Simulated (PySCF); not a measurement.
**B3H6NO: NMR shifts and spin-spin couplings at several levels of theory, part 1 of 2**

How much do the NMR shifts and spin-spin couplings of B3H6NO (`BNBOB`) depend on the level of theory, and what does each level cost?

The runs use PySCF 2.14.0, with density-fitted response routines of our own; the level of theory stands in each step. All values are computed, except where a source is named. Atoms are numbered from 0 throughout.

### 1 The molecule as given

11 atoms, charge 0, multiplicity 1; geometry from: GFN2-xTB. The atoms were then displaced at random by about 0.01 Å, so the start is not that level's minimum.

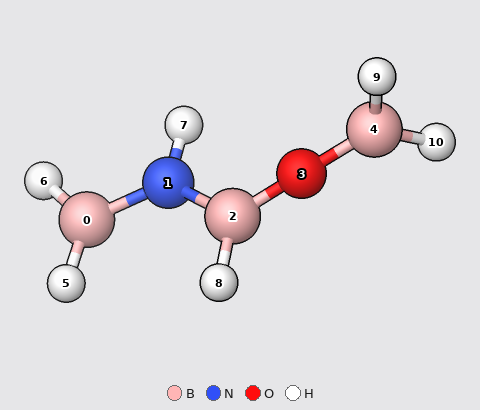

The starting geometry (boron pink, nitrogen blue, oxygen red, hydrogen white), atoms numbered.

### 2 Optimising the geometry at PBE0-D3(BJ)/def2-SVP

What the job is given:

```
{"job": {"xc": "PBE0", "basis": "def2-SVP", "d3": "d3bj", "grid": 1, "shake": 0.01, "kind": "geom"}, "charge": 0, "multiplicity": 1}
B      2.361660     0.072330     0.701380
N      0.960450     0.295900     0.548160
B     -0.052800    -0.611800     0.049220
O     -1.253270    -0.225400    -0.007190
B     -2.520000     0.170780    -0.066740
H      2.790640    -0.930540     0.388630
H      3.016490     0.961810     1.122180
H      0.617210     1.210130     0.817670
H      0.275260    -1.683410    -0.267250
H     -2.919950     0.706300    -1.023770
H     -3.237580     0.008070     0.881730
```

Run with:

```console
> OMP_NUM_THREADS=1 python probes_run.py task.json out
```

This one command runs all jobs of the session in turn.

Output:

```text
step   0  E = -207.84763523  max force = 0.088150
step   1  E = -207.85902190  max force = 0.021287
step   2  E = -207.85972912  max force = 0.011802
step   3  E = -207.85995045  max force = 0.002270
step   4  E = -207.85997160  max force = 0.002760
step   5  E = -207.86000596  max force = 0.001593
step   6  E = -207.86002729  max force = 0.000776
step   7  E = -207.86003586  max force = 0.000538
step   8  E = -207.86003872  max force = 0.000594
step   9  E = -207.86004174  max force = 0.000394
optimisation converged
```

Wall time 30 s (1 thread of Arm Neoverse V1, shared host); peak memory 0.4 GiB.

The steps of the relaxation:

```
step  energy from step 0 (eV)  largest force component (eV/Å)
   0                   0.0000                          4.5329
   1                  -0.3098                          1.0946
   2                  -0.3291                          0.6069
   3                  -0.3351                          0.1167
   4                  -0.3357                          0.1419
   5                  -0.3366                          0.0819
   6                  -0.3372                          0.0399
   7                  -0.3374                          0.0277
   8                  -0.3375                          0.0305
   9                  -0.3376                          0.0203
```

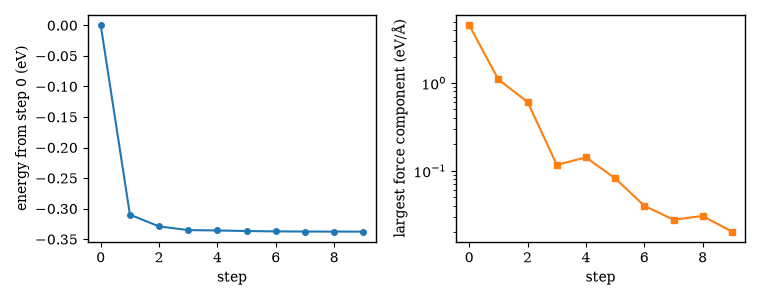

Energy and force, step by step.

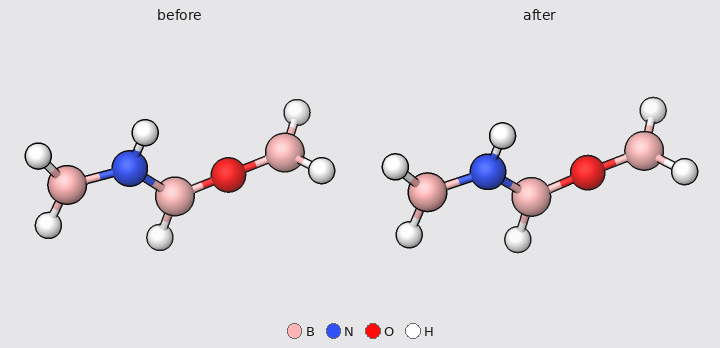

Before and after, at one scale.

Close pairs (by a distance rule), those that changed most:

```
  bond  before (Å)  after (Å)  change (Å)
 B2–O3       1.262      1.347      +0.084
 B0–H5       1.135      1.207      +0.073
 B4–H9       1.167      1.211      +0.044
 B2–H8       1.165      1.205      +0.041
 B0–H6       1.182      1.209      +0.027
 N1–B2       1.449      1.431      -0.018
 B0–N1       1.427      1.411      -0.016
B4–H10       1.200      1.212      +0.011
```

The end geometry stands in the next job.

```
                         at the end point                 value
  point group (found at 0.08 Å tolerance)                    Cs
rotational constants (GHz, main isotopes)  31.398, 2.288, 2.174
                        dipole moment (D)                  1.09
```

### 3 Shielding tensors: PBE0/6-31G*

What the job is given:

```
{"job": {"kind": "nmr", "xc": "PBE0", "basis": "6-31G*", "pop": true}, "charge": 0, "multiplicity": 1}
B      2.381384     0.108297     0.569341
N      0.995788     0.367326     0.508295
B     -0.013405    -0.561166     0.097999
O     -1.305065    -0.180423     0.090939
B     -2.603296     0.120784     0.066350
H      2.786885    -0.983258     0.250148
H      3.132275     0.980565     0.939221
H      0.674377     1.292237     0.781610
H      0.280785    -1.679212    -0.242352
H     -3.076004     0.589978    -0.945529
H     -3.266656    -0.072889     1.061468
```

Method: GIAO PBE0/6-31G* NMR shielding, non-relativistic, gas phase.

Output:

```text
coarse grid: 9128 points
cycle   1  E = -207.9600451999  dE =  3.576e-01  |g| = 5.988e-01  |ddm| = 2.880e+00
cycle   2  E = -207.8524866902  dE =  1.076e-01  |g| = 9.601e-01  |ddm| = 1.000e+00
cycle   3  E = -208.0302195997  dE = -1.777e-01  |g| = 9.108e-02  |ddm| = 6.680e-01
cycle   4  E = -208.0318292511  dE = -1.610e-03  |g| = 3.771e-02  |ddm| = 8.900e-02
cycle   5  E = -208.0321132262  dE = -2.840e-04  |g| = 1.192e-02  |ddm| = 3.196e-02
cycle   6  E = -208.0321468617  dE = -3.364e-05  |g| = 1.790e-03  |ddm| = 9.579e-03
cycle   7  E = -208.0321476919  dE = -8.302e-07  |g| = 3.384e-04  |ddm| = 1.722e-03
final grid: 88056 points
cycle   8  E = -207.9996062370  dE = -1.471e-05  |g| = 7.663e-03  |ddm| = 1.535e-02
cycle   9  E = -207.9995905550  dE =  1.568e-05  |g| = 1.191e-02  |ddm| = 1.279e-02
cycle  10  E = -207.9996191097  dE = -2.855e-05  |g| = 7.983e-04  |ddm| = 7.641e-03
cycle  11  E = -207.9996192730  dE = -1.633e-07  |g| = 2.472e-04  |ddm| = 9.163e-04
cycle  12  E = -207.9996192843  dE = -1.130e-08  |g| = 5.450e-05  |ddm| = 1.780e-04
cycle  13  E = -207.9996192850  dE = -6.326e-10  |g| = 1.440e-05  |ddm| = 4.407e-05
converged SCF energy = -207.9996192850

GIAO shielding tensors (ppm)
atom      isotropic    diamagn.    paramagn.     s11        s22        s33       span
  0 B       67.290     196.992    -129.702     32.026     41.909    127.935     95.909
  1 N      119.119     317.563    -198.444      7.867    117.873    231.619    223.752
  2 B       85.156     200.280    -115.125     66.747     83.207    105.513     38.765
  3 O       77.678     386.078    -308.400    -37.977     70.833    200.177    238.154
  4 B       71.266     198.182    -126.917     28.149     72.223    113.425     85.275
  5 H       26.124      29.984      -3.860     24.102     26.773     27.497      3.396
  6 H       26.246      29.071      -2.824     24.649     27.006     27.083      2.434
  7 H       26.397      30.082      -3.685     23.443     26.960     28.788      5.345
  8 H       26.755      30.744      -3.989     24.769     26.774     28.724      3.955
  9 H       26.218      29.891      -3.673     25.825     26.020     26.810      0.985
 10 H       26.219      29.305      -3.086     25.815     26.020     26.824      1.009
```

Run time: 5.5 s. Hardware: 1 thread of Arm Neoverse V1, shared host; peak memory 0.44 GiB.

Shifts follow as δ = σ(reference) − σ, with reference shieldings (ppm) from runs at the same level and on the same kind of geometry: 1H TMS 31.96, 15N NH3 259.4, 17O H2O 324.2, 11B BF3·OEt2 112.3. The references are single molecules in the gas phase, so shifts against H2O, NH3, PH3, H3PO4 or CFCl3 are not on the usual liquid scales and can be off by tens of ppm. Atoms listed in one row are averaged.

```
  atoms                           environment  σ (ppm)  δ (ppm)
 H5, H6       hydrogen on a boron bonded to N    26.19     5.78
H9, H10       hydrogen on a boron bonded to O    26.22     5.74
     H7  hydrogen on a nitrogen bonded to 2 B    26.40     5.57
     H8    hydrogen on a boron bonded to N, O    26.76     5.21
     B0                boron bonded to N, 2 H     67.3     45.0
     B4                boron bonded to O, 2 H     71.3     41.0
     B2               boron bonded to N, O, H     85.2     27.1
     N1             nitrogen bonded to 2 B, H    119.1    140.3
     O3                  oxygen bonded to 2 B     77.7    246.5
```

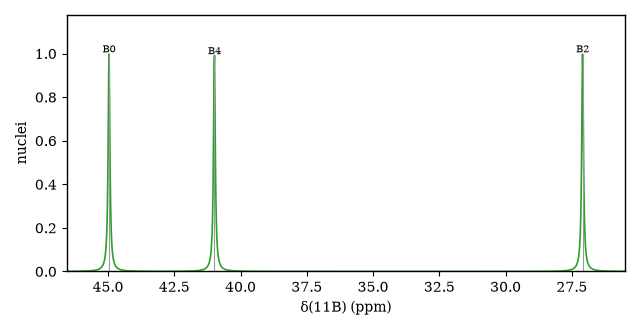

11B lines at the computed shifts, without couplings. Lines are broadened to a width of 0.08 ppm (Lorentzian).

The run also stored atomic charges by several schemes (e):

```
atoms  Mulliken    IAO  Hirshfeld  ESP fit
   B0      0.09   0.06       0.12     0.24
   N1     -0.54  -0.46      -0.20    -0.44
   B2      0.33   0.33       0.21     0.32
   O3     -0.26  -0.35      -0.15    -0.23
   B4      0.15   0.18       0.18     0.33
```

Hirshfeld charges:

```
atom  value (e)
  B0       0.12
  N1      -0.20
  B2       0.21
  O3      -0.15
  B4       0.18
  H5      -0.06
  H6      -0.06
  H7       0.14
  H8      -0.05
  H9      -0.06
 H10      -0.06
```

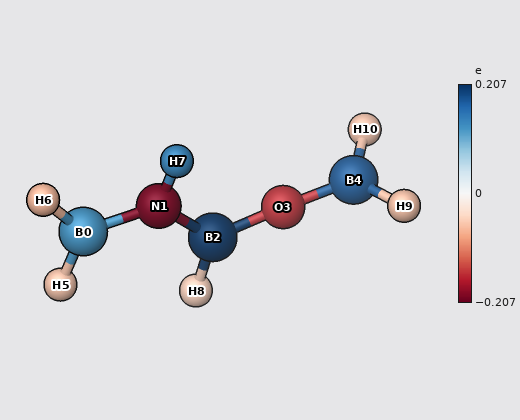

Hirshfeld charges, as colours on the atoms.

Mayer bond orders: B0–N1 1.29, N1–B2 1.13, B2–O3 1.15, O3–B4 1.29.

### 4 Nuclear shieldings: PBE0/6-311+G(2d,p)

Settings changed since step 3:

```diff
@@ -1,2 +1,2 @@
-{"job": {"kind": "nmr", "xc": "PBE0", "basis": "6-31G*", "pop": true}, "charge": 0, "multiplicity": 1}
+{"job": {"kind": "nmr", "xc": "PBE0", "basis": "6-311+G(2d,p)", "pop": true}, "charge": 0, "multiplicity": 1}
 B      2.381384     0.108297     0.569341
```

Method: GIAO PBE0/6-311+G(2d,p) NMR shielding, non-relativistic, gas phase.

Output:

```text
coarse grid: 9128 points
cycle   1  E = -207.9919839417  dE =  3.672e-01  |g| = 6.384e-01  |ddm| = 3.801e+00
cycle   2  E = -207.8651279130  dE =  1.269e-01  |g| = 1.049e+00  |ddm| = 9.045e-01
cycle   3  E = -208.0664890667  dE = -2.014e-01  |g| = 9.958e-02  |ddm| = 6.285e-01
cycle   4  E = -208.0682958581  dE = -1.807e-03  |g| = 4.481e-02  |ddm| = 1.002e-01
cycle   5  E = -208.0686755903  dE = -3.797e-04  |g| = 1.346e-02  |ddm| = 3.236e-02
cycle   6  E = -208.0687169100  dE = -4.132e-05  |g| = 2.153e-03  |ddm| = 9.800e-03
cycle   7  E = -208.0687179750  dE = -1.065e-06  |g| = 4.633e-04  |ddm| = 1.908e-03
final grid: 88056 points
cycle   8  E = -208.0654474464  dE = -3.757e-05  |g| = 8.647e-03  |ddm| = 8.913e-02
cycle   9  E = -208.0654280167  dE =  1.943e-05  |g| = 1.344e-02  |ddm| = 1.324e-02
cycle  10  E = -208.0654609850  dE = -3.297e-05  |g| = 9.825e-04  |ddm| = 7.053e-03
cycle  11  E = -208.0654611904  dE = -2.054e-07  |g| = 3.185e-04  |ddm| = 1.041e-03
cycle  12  E = -208.0654612088  dE = -1.847e-08  |g| = 9.595e-05  |ddm| = 2.437e-04
cycle  13  E = -208.0654612107  dE = -1.884e-09  |g| = 1.646e-05  |ddm| = 7.322e-05
cycle  14  E = -208.0654612108  dE = -5.974e-11  |g| = 4.317e-06  |ddm| = 1.574e-05
converged SCF energy = -208.0654612108

GIAO shielding tensors (ppm)
atom      isotropic    diamagn.    paramagn.     s11        s22        s33       span
  0 B       55.107     192.749    -137.642     17.414     26.176    121.730    104.317
  1 N       98.498     312.659    -214.161    -24.154     99.603    220.045    244.199
  2 B       75.030     192.479    -117.448     53.705     72.717     98.668     44.963
  3 O       48.110     400.988    -352.879    -73.364     38.164    179.529    252.893
  4 B       60.701     187.729    -127.027     13.294     60.259    108.551     95.257
  5 H       25.871      28.279      -2.408     23.612     26.570     27.430      3.818
  6 H       25.935      28.290      -2.355     24.265     26.466     27.072      2.807
  7 H       25.774      32.058      -6.283     23.244     26.548     27.531      4.287
  8 H       26.389      29.202      -2.814     24.433     26.697     28.037      3.604
  9 H       25.878      28.848      -2.970     25.466     25.798     26.370      0.903
 10 H       25.879      28.947      -3.068     25.457     25.788     26.392      0.936
```

Wall time 14 s (1 thread of Arm Neoverse V1, shared host); peak memory 0.78 GiB.

This run: δ B0 47.3, B4 41.7, B2 27.4, N1 163.4, H7 5.74, H9 5.63 ppm (means over like atoms).

### 5 Shielding tensors: PBE0/def2-SVP

Settings changed since step 4:

```diff
@@ -1,2 +1,2 @@
-{"job": {"kind": "nmr", "xc": "PBE0", "basis": "6-311+G(2d,p)", "pop": true}, "charge": 0, "multiplicity": 1}
+{"job": {"kind": "nmr", "xc": "PBE0", "basis": "def2-SVP", "pop": true}, "charge": 0, "multiplicity": 1}
 B      2.381384     0.108297     0.569341
```

With the program's defaults for keys left out, this is: GIAO PBE0/def2-SVP NMR shielding, non-relativistic, gas phase.

Output:

```text
coarse grid: 9128 points
cycle   1  E = -207.7512861819  dE =  3.306e-01  |g| = 5.839e-01  |ddm| = 3.306e+00
cycle   2  E = -207.6460548300  dE =  1.052e-01  |g| = 9.460e-01  |ddm| = 1.046e+00
cycle   3  E = -207.8177359554  dE = -1.717e-01  |g| = 8.757e-02  |ddm| = 6.856e-01
cycle   4  E = -207.8192099686  dE = -1.474e-03  |g| = 3.759e-02  |ddm| = 9.186e-02
cycle   5  E = -207.8194930964  dE = -2.831e-04  |g| = 1.163e-02  |ddm| = 3.183e-02
cycle   6  E = -207.8195255497  dE = -3.245e-05  |g| = 1.783e-03  |ddm| = 1.027e-02
cycle   7  E = -207.8195263904  dE = -8.407e-07  |g| = 3.209e-04  |ddm| = 2.068e-03
final grid: 88056 points
cycle   8  E = -207.8546239451  dE = -2.178e-05  |g| = 7.999e-03  |ddm| = 1.829e-02
cycle   9  E = -207.8546047569  dE =  1.919e-05  |g| = 1.284e-02  |ddm| = 1.343e-02
cycle  10  E = -207.8546374358  dE = -3.268e-05  |g| = 6.894e-04  |ddm| = 8.275e-03
cycle  11  E = -207.8546375610  dE = -1.252e-07  |g| = 2.448e-04  |ddm| = 9.115e-04
cycle  12  E = -207.8546375721  dE = -1.111e-08  |g| = 5.415e-05  |ddm| = 1.877e-04
cycle  13  E = -207.8546375728  dE = -6.683e-10  |g| = 1.362e-05  |ddm| = 5.010e-05
converged SCF energy = -207.8546375728

GIAO shielding tensors (ppm)
atom      isotropic    diamagn.    paramagn.     s11        s22        s33       span
  0 B       63.334     198.450    -135.116     26.687     35.592    127.723    101.036
  1 N      115.266     308.279    -193.013     -1.582    112.371    235.010    236.592
  2 B       81.126     205.242    -124.116     61.852     77.757    103.769     41.917
  3 O       71.176     379.998    -308.822    -54.988     65.677    202.841    257.829
  4 B       67.139     199.221    -132.082     22.605     65.657    113.155     90.550
  5 H       25.701      30.365      -4.664     23.458     26.440     27.206      3.749
  6 H       25.839      28.866      -3.027     24.171     26.630     26.717      2.546
  7 H       25.381      30.238      -4.856     22.444     26.072     27.628      5.184
  8 H       26.396      31.456      -5.060     24.388     26.379     28.420      4.032
  9 H       25.799      30.092      -4.293     25.397     25.685     26.314      0.917
 10 H       25.799      29.389      -3.590     25.385     25.685     26.327      0.943
```

It took 6.4 s on 1 thread of Arm Neoverse V1, shared host; peak memory 0.5 GiB.

This run: δ B0 47.3, B4 43.5, B2 29.5, N1 154.6, H7 5.96, H5 5.57 ppm (means over like atoms).

### 6 NMR shieldings: PBE0/def2-TZVP

Settings changed since step 5:

```diff
@@ -1,2 +1,2 @@
-{"job": {"kind": "nmr", "xc": "PBE0", "basis": "def2-SVP", "pop": true}, "charge": 0, "multiplicity": 1}
+{"job": {"kind": "nmr", "xc": "PBE0", "basis": "def2-TZVP", "pop": true}, "charge": 0, "multiplicity": 1}
 B      2.381384     0.108297     0.569341
```

Method: GIAO PBE0/def2-TZVP NMR shielding, non-relativistic, gas phase.

Output:

```text
coarse grid: 9128 points
cycle   1  E = -208.0101915326  dE =  3.624e-01  |g| = 6.476e-01  |ddm| = 2.502e+00
cycle   2  E = -207.8827822544  dE =  1.274e-01  |g| = 1.057e+00  |ddm| = 8.637e-01
cycle   3  E = -208.0857705286  dE = -2.030e-01  |g| = 1.017e-01  |ddm| = 5.426e-01
cycle   4  E = -208.0876436229  dE = -1.873e-03  |g| = 4.565e-02  |ddm| = 8.263e-02
cycle   5  E = -208.0880387882  dE = -3.952e-04  |g| = 1.357e-02  |ddm| = 2.780e-02
cycle   6  E = -208.0880807051  dE = -4.192e-05  |g| = 2.158e-03  |ddm| = 8.830e-03
cycle   7  E = -208.0880817747  dE = -1.070e-06  |g| = 4.734e-04  |ddm| = 1.792e-03
final grid: 88056 points
cycle   8  E = -208.0828772747  dE = -6.682e-05  |g| = 8.216e-03  |ddm| = 1.347e-01
cycle   9  E = -208.0828602253  dE =  1.705e-05  |g| = 1.268e-02  |ddm| = 1.168e-02
cycle  10  E = -208.0828898844  dE = -2.966e-05  |g| = 9.371e-04  |ddm| = 5.809e-03
cycle  11  E = -208.0828900676  dE = -1.832e-07  |g| = 3.369e-04  |ddm| = 8.914e-04
cycle  12  E = -208.0828900873  dE = -1.971e-08  |g| = 1.018e-04  |ddm| = 2.149e-04
cycle  13  E = -208.0828900894  dE = -2.119e-09  |g| = 1.847e-05  |ddm| = 7.564e-05
cycle  14  E = -208.0828900895  dE = -7.589e-11  |g| = 4.642e-06  |ddm| = 1.595e-05
converged SCF energy = -208.0828900895

GIAO shielding tensors (ppm)
atom      isotropic    diamagn.    paramagn.     s11        s22        s33       span
  0 B       54.546     197.663    -143.117     16.859     24.650    122.129    105.269
  1 N       98.370     304.448    -206.078    -24.558     99.588    220.080    244.637
  2 B       74.917     201.194    -126.277     53.127     72.634     98.990     45.863
  3 O       46.810     382.009    -335.199    -75.737     36.237    179.929    255.665
  4 B       60.233     201.608    -141.375     12.274     60.175    108.249     95.975
  5 H       25.805      29.818      -4.012     23.489     26.510     27.417      3.929
  6 H       25.898      28.959      -3.061     24.130     26.454     27.109      2.979
  7 H       25.781      30.096      -4.315     23.344     26.496     27.502      4.159
  8 H       26.348      30.591      -4.243     24.444     26.635     27.965      3.521
  9 H       25.834      30.185      -4.352     25.399     25.778     26.324      0.925
 10 H       25.836      29.610      -3.774     25.391     25.767     26.349      0.958
```

Run time: 17 s. Hardware: 1 thread of Arm Neoverse V1, shared host; peak memory 0.87 GiB.

In short: δ B0 48.1, B4 42.4, B2 27.7, N1 167.6, H7 5.70, H9 5.65 ppm (means over like atoms).

### 7 Nuclear shieldings: PBE0/cc-pVDZ

Settings changed since step 6:

```diff
@@ -1,2 +1,2 @@
-{"job": {"kind": "nmr", "xc": "PBE0", "basis": "def2-TZVP", "pop": true}, "charge": 0, "multiplicity": 1}
+{"job": {"kind": "nmr", "xc": "PBE0", "basis": "cc-pVDZ", "pop": true}, "charge": 0, "multiplicity": 1}
 B      2.381384     0.108297     0.569341
```

With the program's defaults for keys left out, this is: GIAO PBE0/cc-pVDZ NMR shielding, non-relativistic, gas phase.

Output:

```text
coarse grid: 9128 points
cycle   1  E = -207.9302820926  dE =  3.926e-01  |g| = 5.886e-01  |ddm| = 6.436e+00
cycle   2  E = -207.8206327271  dE =  1.096e-01  |g| = 9.614e-01  |ddm| = 1.886e+00
cycle   3  E = -207.9975288630  dE = -1.769e-01  |g| = 9.050e-02  |ddm| = 1.086e+00
cycle   4  E = -207.9991275467  dE = -1.599e-03  |g| = 3.815e-02  |ddm| = 1.764e-01
cycle   5  E = -207.9994168832  dE = -2.893e-04  |g| = 1.207e-02  |ddm| = 6.065e-02
cycle   6  E = -207.9994521818  dE = -3.530e-05  |g| = 1.775e-03  |ddm| = 2.005e-02
cycle   7  E = -207.9994530128  dE = -8.310e-07  |g| = 3.511e-04  |ddm| = 4.179e-03
final grid: 88056 points
cycle   8  E = -208.0124923777  dE = -2.129e-05  |g| = 7.532e-03  |ddm| = 4.875e-02
cycle   9  E = -208.0124767528  dE =  1.562e-05  |g| = 1.182e-02  |ddm| = 2.481e-02
cycle  10  E = -208.0125048924  dE = -2.814e-05  |g| = 8.249e-04  |ddm| = 1.418e-02
cycle  11  E = -208.0125050675  dE = -1.751e-07  |g| = 2.682e-04  |ddm| = 1.960e-03
cycle  12  E = -208.0125050808  dE = -1.327e-08  |g| = 5.666e-05  |ddm| = 3.831e-04
cycle  13  E = -208.0125050815  dE = -6.962e-10  |g| = 1.497e-05  |ddm| = 9.836e-05
converged SCF energy = -208.0125050815

GIAO shielding tensors (ppm)
atom      isotropic    diamagn.    paramagn.     s11        s22        s33       span
  0 B       65.769     201.197    -135.428     30.573     38.334    128.399     97.827
  1 N      114.687     298.388    -183.700     -4.491    113.372    235.182    239.673
  2 B       83.839     207.876    -124.037     64.493     81.074    105.950     41.457
  3 O       66.407     370.748    -304.341    -59.947     60.667    198.501    258.447
  4 B       70.682     201.061    -130.379     26.350     69.740    115.957     89.607
  5 H       25.638      30.601      -4.963     23.526     26.357     27.031      3.505
  6 H       25.701      29.273      -3.572     24.163     26.354     26.585      2.422
  7 H       25.277      29.166      -3.889     22.560     26.005     27.266      4.706
  8 H       26.239      31.490      -5.251     24.161     26.406     28.150      3.989
  9 H       25.618      30.371      -4.753     25.138     25.577     26.140      1.002
 10 H       25.620      29.744      -4.124     25.129     25.582     26.150      1.022
```

It took 7.2 s on 1 thread of Arm Neoverse V1, shared host; peak memory 0.52 GiB.

Key values: δ B0 48.0, B4 43.1, B2 30.0, N1 158.4, H7 6.01, H9 5.67 ppm (means over like atoms).

(Continued in part 2 of 2.)
